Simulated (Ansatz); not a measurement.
# SnTe: response to strain

Take SnTe in the rock salt structure (space group Fm-3m, No. 225; a = 6.3697 Å) as the base. Axes: x, y, z lie along the cube axes.

Strains are applied to the cell and any free atomic positions relax.

Method: DFT with r2SCAN, PAW potentials and a 500 eV plane-wave cutoff in Ansatz (an electronic-structure program), spin-orbit coupling left out.

Notes on the quantities. energy relative to the base: free energy F.

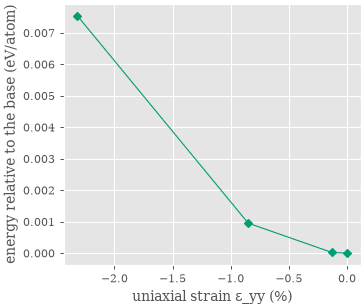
Figure. Energy relative to the base against uniaxial strain ε_yy

```
uniaxial strain ε_yy (%)  energy relative to the base
------------------------  ---------------------------
-2.32                                   +7.5 meV/atom
-0.85                                   +1.0 meV/atom
-0.13                                    0.0 meV/atom
```

Whether these cells are dynamically stable was not tested. The final runs are not spin-polarised.
